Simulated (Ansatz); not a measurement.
## Run report: HfSiNH5ClOF, geometry relaxation (part 1 of 2)

- system: HfSiNH5ClOF
- method: RKS PBE/def2-SVP (Ansatz 0.2.0)

It belongs to a series of runs on one base structure; here: start relaxed.

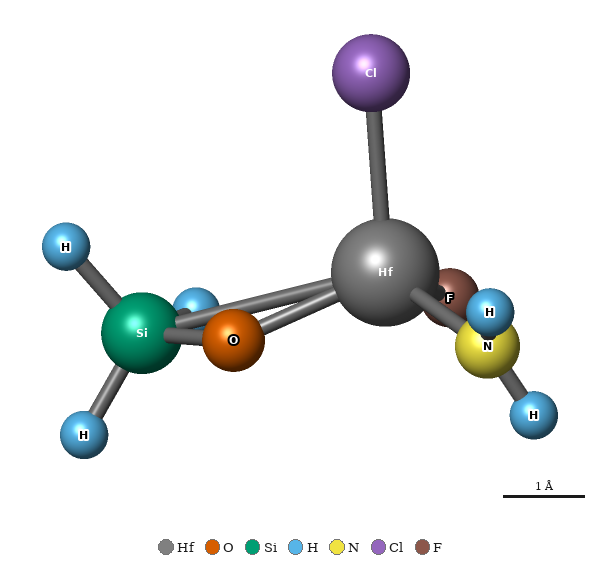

**Figure 1.** The starting structure (ball-and-stick view, seen at a tilt). Sticks mark near contacts.

## Input
```yaml
crystal:
  periodic: [false, false, false]
  atoms:
    - { symbol: Hf, position_ang: [0.0, 0.0, 0.0] }
    - { symbol: O, position_ang: [0.0, 0.0, 2.07] }
    - { symbol: Si, position_ang: [-1.3147, -0.4067, 3.0336] }
    - { symbol: H, position_ang: [-2.239, -1.2403, 2.2704] }
    - { symbol: H, position_ang: [-0.8506, -1.1432, 4.2057] }
    - { symbol: H, position_ang: [-1.9987, 0.8095, 3.4633] }
    - { symbol: "N", position_ang: [2.084, 0.0, -0.7359] }
    - { symbol: H, position_ang: [2.5823, -0.918, -0.9166] }
    - { symbol: H, position_ang: [2.5853, 0.918, -0.9082] }
    - { symbol: Cl, position_ang: [-1.1869, 2.0563, -0.8392] }
    - { symbol: F, position_ang: [-0.9326, -1.6157, -0.6593] }
basis:
  gaussian: { orbitals: def2-SVP }
hamiltonian:
  xc: pbe
relax:
  f_tol: 0.02
  max_steps: 40
output:
  orbitals: {}
```

Hardware: 4 threads of AMD EPYC (Zen 3), 32 GiB of memory available, shared host.

Launched with:
```bash
ansatz run input.yaml --threads 4 --pin off --max-ram 5120MiB --backend cpu --events-out ev --progress --plain --runs-dir out
```

## Output
```
The last accepted step is kept in [file] (removed where the run ends without a failure and the disk answers)
Engine: ansatz 0.2.0, x86_64-unknown-linux-gnu
Functional definition: PBE
  parameter kappa = 0.804
  parameter beta = 0.06672455060314922
  exchange = pbe_x(kappa = kappa, mu = beta*pi^2/3)
  correlation = pbe_c(beta = beta)
1458 factors; their error is unknown
mean field evaluation 1: about -28005.9927 eV, gradient 9.3e1 eV
mean field evaluation 2: about -27727.9635 eV, gradient 3.2e2 eV
mean field evaluation 4: about -28019.8768 eV, gradient 4.2e1 eV
mean field evaluation 8: about -28023.3593 eV, gradient 7.3e-1 eV
mean field evaluation 16: about -28023.2405 eV, gradient 1.6e-3 eV
mean field -28023.24050811 eV, -1029.8350938382 hartree, gradient 3.2e-5 eV, S^2 0.000000; 0 other end points of the search recorded, 0 dependent functions left out
the calculation of the forces begins
reference -28023.24058578 eV, -1029.8350966928 hartree; 36, 36 occupied and 99, 99 virtual orbitals, 1458 factors
relax step   1: F+E_penalty+E_count = -28023.24050811 eV  Δ(F+E_penalty+E_count) = +0.000e0 eV  max|allowed force component| = 2.477e0 eV/Å  Δτ_max = 0.0000 Å  (31 SCF iters, accepted)
these checks for a lower state are left out or cut short: starts, cluster_reference, orbital_swaps, neighbouring_geometries, increment
1458 factors; their error is unknown
mean field -28023.92775582 eV, -1029.8603497260 hartree, gradient 1.9e-5 eV, S^2 0.000000; 0 other end points of the search recorded, 0 dependent functions left out
[... from here on the field's lines of each further geometry are left out, up to the last ...]
relax step   2: F+E_penalty+E_count = -28023.92775582 eV  Δ(F+E_penalty+E_count) = -6.872e-1 eV  max|allowed force component| = 1.623e0 eV/Å  Δτ_max = 0.1976 Å  (34 SCF iters, accepted)
relax step   3: F+E_penalty+E_count = -28024.05910612 eV  Δ(F+E_penalty+E_count) = -1.314e-1 eV  max|allowed force component| = 4.488e-1 eV/Å  Δτ_max = 0.1199 Å  (37 SCF iters, accepted)
relax step   4: F+E_penalty+E_count = -28024.09209323 eV  Δ(F+E_penalty+E_count) = -3.299e-2 eV  max|allowed force component| = 2.523e-1 eV/Å  Δτ_max = 0.1169 Å  (36 SCF iters, accepted)
relax step   5: F+E_penalty+E_count = -28024.12021044 eV  Δ(F+E_penalty+E_count) = -2.812e-2 eV  max|allowed force component| = 5.224e-1 eV/Å  Δτ_max = 0.1904 Å  (36 SCF iters, accepted)
relax step   6: F+E_penalty+E_count = -28024.13647832 eV  Δ(F+E_penalty+E_count) = -1.627e-2 eV  max|allowed force component| = 6.950e-1 eV/Å  Δτ_max = 0.1950 Å  (36 SCF iters, accepted)
relax step   7: F+E_penalty+E_count = -28024.15515160 eV  Δ(F+E_penalty+E_count) = -1.867e-2 eV  max|allowed force component| = 7.461e-1 eV/Å  Δτ_max = 0.1934 Å  (30 SCF iters, accepted)
relax step   8: F+E_penalty+E_count = -28024.20272152 eV  Δ(F+E_penalty+E_count) = -4.757e-2 eV  max|allowed force component| = 2.915e-1 eV/Å  Δτ_max = 0.1981 Å  (35 SCF iters, accepted)
relax step   9: F+E_penalty+E_count = -28024.21059774 eV  Δ(F+E_penalty+E_count) = -7.876e-3 eV  max|allowed force component| = 2.580e-1 eV/Å  Δτ_max = 0.0553 Å  (29 SCF iters, accepted)
relax step  10: F+E_penalty+E_count = -28024.22223575 eV  Δ(F+E_penalty+E_count) = -1.164e-2 eV  max|allowed force component| = 5.346e-1 eV/Å  Δτ_max = 0.1783 Å  (36 SCF iters, accepted)
relax step  11: F+E_penalty+E_count = -28024.22989335 eV  Δ(F+E_penalty+E_count) = -7.658e-3 eV  max|allowed force component| = 2.564e-1 eV/Å  Δτ_max = 0.1243 Å  (29 SCF iters, accepted)
relax step  12: F+E_penalty+E_count = -28024.23515974 eV  Δ(F+E_penalty+E_count) = -5.266e-3 eV  max|allowed force component| = 1.104e-1 eV/Å  Δτ_max = 0.0782 Å  (30 SCF iters, accepted)
relax step  13: F+E_penalty+E_count = -28024.23613000 eV  Δ(F+E_penalty+E_count) = -9.703e-4 eV  max|allowed force component| = 2.247e-2 eV/Å  Δτ_max = 0.0408 Å  (30 SCF iters, accepted)
relax step  14: F+E_penalty+E_count = -28024.23644804 eV  Δ(F+E_penalty+E_count) = -3.180e-4 eV  max|allowed force component| = 4.314e-3 eV/Å  Δτ_max = 0.0198 Å  (31 SCF iters, accepted)
the calculation of the forces begins
reference -28024.23669746 eV, -1029.8717031218 hartree; 36, 36 occupied and 99, 99 virtual orbitals, 1458 factors
relax step  15: F+E_penalty+E_count = -28024.23661926 eV  Δ(F+E_penalty+E_count) = -1.712e-4 eV  max|allowed force component| = 1.943e-2 eV/Å  Δτ_max = 0.0359 Å  (30 SCF iters, accepted)
1458 factors; their error is unknown
mean field evaluation 128: about -28007.8416 eV, gradient 9.3e1 eV
```

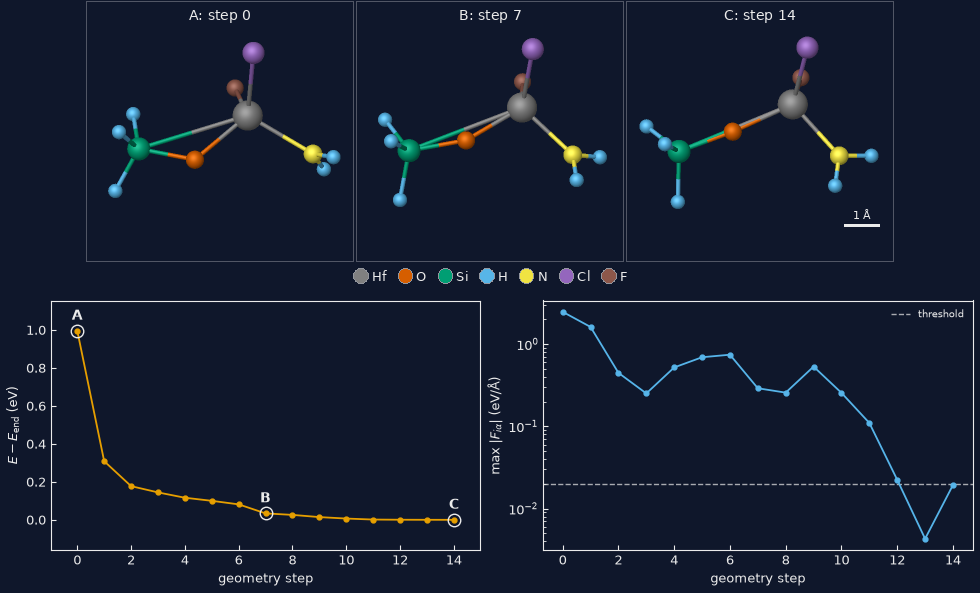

**Figure 2.** Frames of the relaxation (ball-and-stick view, seen at a tilt) above the curves, on which the letters mark them (the first geometry is step 0 here and step 1 in the log).

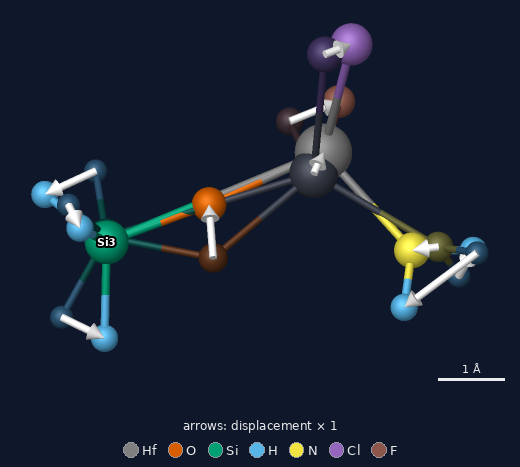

**Figure 3.** Start (faint) and end (solid) with the displacements as white arrows, at true length (ball-and-stick view, seen at a tilt). The two geometries are laid on each other by the best rigid fit. The atom that moves furthest after the best rigid fit is H9 (1.42 Å). By element the largest moves are H 1.42 Å, O 0.91 Å, F 0.82 Å, Cl 0.50 Å, N 0.41 Å, Hf 0.40 Å. Among the contacts that change: Hf1–Si3 3.331 → 3.626 Å, Hf1–N7 2.210 → 2.026 Å, Hf1–Cl10 2.518 → 2.386 Å, Hf1–O2 2.070 → 1.945 Å. Among the angles that change: Hf1–O2–Si3 125.0° → 175.7°, Hf1–Si3–O2 30.6° → 2.3°, Hf1–Si3–H4 81.0° → 107.8°. After 14 geometry steps the energy has fallen by 0.996 eV. The largest force component goes from 2.5 to 0.019 eV/Å. (Atoms are counted from 1 in the order of the input.)

```
mean field -28024.23661926 eV, -1029.8717002481 hartree, gradient 1.2e-5 eV, S^2 0.000000; 1 other end points of the search recorded, 0 dependent functions left out
the calculation of the forces begins
reference -28024.23669746 eV, -1029.8717031218 hartree; 36, 36 occupied and 99, 99 virtual orbitals, 1458 factors
Total energy: -28024.23669746 eV, -1029.8717031218 hartree
Atom 0 at    -0.151310    -0.098434    -0.356831 Å, force    -0.004287    -0.004089    -0.019434 eV/Å
Atom 1 at    -0.682520    -0.231399     1.509300 Å, force    -0.008336     0.001849     0.019190 eV/Å
Atom 2 at    -1.261690    -0.356113     3.085090 Å, force     0.008825    -0.009187    -0.004267 eV/Å
Atom 3 at    -2.469408    -1.252076     3.111427 Å, force     0.009229     0.009996    -0.000619 eV/Å
Atom 4 at    -0.186041    -0.939258     3.960084 Å, force    -0.006281     0.002235    -0.004355 eV/Å
Atom 5 at    -1.631840     1.009441     3.592454 Å, force    -0.005004    -0.002586    -0.001234 eV/Å
Atom 6 at     1.872760    -0.007007    -0.377793 Å, force     0.006199    -0.006908     0.004917 eV/Å
Atom 7 at     2.470404    -0.269169    -1.171251 Å, force    -0.001606     0.004047     0.003243 eV/Å
Atom 8 at     2.476544     0.325647     0.382944 Å, force    -0.003326     0.000046    -0.006334 eV/Å
Atom 9 at    -1.051399     1.891118    -1.318291 Å, force     0.001375    -0.002542     0.003506 eV/Å
Atom 10 at    -0.656399    -1.612850    -1.433334 Å, force     0.003211     0.007138     0.005389 eV/Å
Dipole moment:     0.464978    -0.111805     0.375195 e Å
```

## Trajectory as extended XYZ (Å, eV, eV/Å), 15 frames, from step=1 to step=15
```
11
Properties=species:S:1:pos:R:3:forces:R:3 step=1 energy=-28023.24051
Hf    0.0000    0.0000    0.0000    1.1380   0.2474  -0.1638
O     0.0000    0.0000    2.0700    0.0500  -0.0124  -2.4773
Si   -1.3147   -0.4067    3.0336    0.5461   0.2347   0.0311
H    -2.2390   -1.2403    2.2704   -0.6190  -0.5148  -0.4705
H    -0.8506   -1.1432    4.2057    0.2454  -0.4383   0.6480
H    -1.9987    0.8095    3.4633   -0.4254   0.6744   0.2546
N     2.0840    0.0000   -0.7359   -2.2886  -0.0607   0.7927
H     2.5823   -0.9180   -0.9166   -0.1742   1.5704   0.0431
H     2.5853    0.9180   -0.9082   -0.1778  -1.5550   0.0959
Cl   -1.1869    2.0563   -0.8392    0.8462  -1.3975   0.6272
F    -0.9326   -1.6157   -0.6593    0.8594   1.2519   0.6190
11
Properties=species:S:1:pos:R:3:forces:R:3 step=2 energy=-28023.92776
Hf    0.0858    0.0407   -0.0294   -1.3971  -0.6464   0.7907
O    -0.0261   -0.0044    1.9378   -0.1419  -0.0673   0.1519
Si   -1.2887   -0.3944    2.9970    0.2219   0.0535  -0.2037
H    -2.2657   -1.2496    2.2595   -0.1966  -0.1567  -0.0888
H    -0.8048   -1.1471    4.1884    0.1873  -0.0922   0.1569
H    -1.9940    0.8364    3.4517   -0.0537   0.2472   0.0818
N     1.9402    0.0009   -0.6873    1.6230   0.0083  -0.5217
H     2.4807   -0.8616   -0.8919   -0.0105   0.5924   0.0141
H     2.4941    0.8628   -0.8571    0.0262  -0.5863   0.0047
Cl   -1.0675    1.9169   -0.7658   -0.3379   0.8126  -0.3143
F    -0.8247   -1.5406   -0.6192    0.0792  -0.1652  -0.0717
11
Properties=species:S:1:pos:R:3:forces:R:3 step=3 energy=-28024.05911
Hf    0.0189    0.0214   -0.0627   -0.0984  -0.1746   0.1283
O    -0.0683   -0.0255    1.9068   -0.1760  -0.0083  -0.1035
Si   -1.2936   -0.3952    3.0133    0.0865   0.0022  -0.0671
H    -2.3058   -1.2590    2.3082   -0.0689  -0.0271   0.0461
H    -0.7488   -1.1404    4.1974    0.0684   0.0034  -0.0066
H    -1.9689    0.8620    3.4798    0.0183   0.0444   0.0235
N     1.9421    0.0052   -0.6993    0.2180   0.2895   0.0444
H     2.4923   -0.8354   -0.9218    0.0401   0.1813  -0.0191
H     2.5428    0.8497   -0.7482   -0.1314  -0.4488  -0.0078
Cl   -1.0772    1.9842   -0.8233   -0.0207   0.0885  -0.0290
F    -0.8044   -1.6071   -0.6664    0.0641   0.0495  -0.0092
11
Properties=species:S:1:pos:R:3:forces:R:3 step=4 energy=-28024.09209
Hf   -0.0082   -0.0004   -0.1010    0.2249   0.0025   0.0228
O    -0.1279   -0.0360    1.8601   -0.2523  -0.0349  -0.0236
Si   -1.3035   -0.3923    3.0245    0.0703   0.0046  -0.0187
H    -2.3647   -1.2640    2.3888    0.0457   0.0511   0.0813
H    -0.6874   -1.1226    4.1894    0.0041   0.0301  -0.0758
H    -1.9423    0.8810    3.5143    0.0382  -0.0375  -0.0142
N     1.9487    0.0116   -0.6642    0.0329   0.1017   0.0045
H     2.4898   -0.8025   -0.9899   -0.0607   0.1441   0.0364
H     2.5736    0.8341   -0.6365   -0.1238  -0.2414   0.0177
Cl   -1.0708    1.9928   -0.8659    0.0090  -0.0543   0.0048
F    -0.7781   -1.6416   -0.7359    0.0117   0.0339  -0.0352
11
Properties=species:S:1:pos:R:3:forces:R:3 step=5 energy=-28024.12021
Hf   -0.0235   -0.0216   -0.1517    0.1282   0.0569  -0.0166
O    -0.2144   -0.0437    1.7989   -0.2814  -0.0709   0.0698
Si   -1.3118   -0.3823    3.0459    0.1237  -0.0447  -0.0948
H    -2.4226   -1.2640    2.5088    0.1104   0.0975   0.0724
H    -0.6020   -1.1074    4.1637   -0.0477   0.0750  -0.0855
H    -1.9075    0.9034    3.5587    0.0476  -0.0594  -0.0079
N     1.9467    0.0242   -0.6614    0.4161   0.3573   0.1818
H     2.4881   -0.7657   -1.0437   -0.0913   0.1441   0.0180
H     2.6152    0.7996   -0.4539   -0.4478  -0.5224  -0.1238
Cl   -1.0817    1.9721   -0.9306    0.0202  -0.0800   0.0041
F    -0.7574   -1.6546   -0.8510    0.0220   0.0466  -0.0175
```
